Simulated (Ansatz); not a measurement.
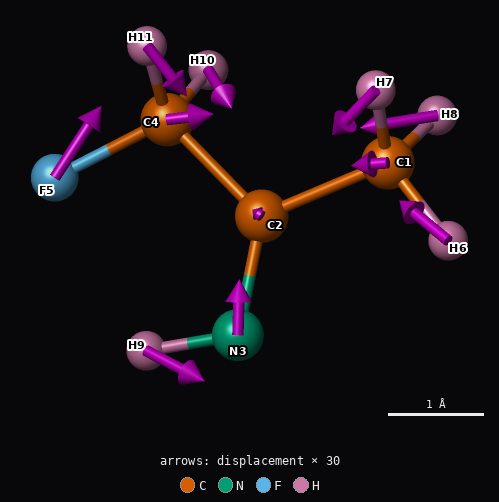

A relaxation of C$_{3}$H$_{6}$FN. The starting structure is drawn; purple arrows show the displacements, 30 times their true length. The two geometries are superimposed by the best rigid fit.

A ball-and-stick model, seen at a tilt.

The start comes from PBE-D4/def2-SVP.

Theory: RKS PBE0-D4/def2-TZVP (Ansatz). Settings: force threshold 0.005 eV/Å; at most 150 steps.

What happened in the run?

F5 moves most after the best rigid fit: 0.030 Å. Largest moves by element: F 0.030 Å, H 0.028 Å, N 0.020 Å, C 0.017 Å. Among the contacts that change: C4–H10 1.115 → 1.096 Å, C2–N3 1.280 → 1.263 Å, N3–H9 1.039 → 1.021 Å, C1–H6 1.105 → 1.088 Å. After 5 geometry steps the energy has fallen by 1.25 kcal/mol. Largest force component: 1.1 eV/Å at the start, 0.00079 eV/Å at the end.
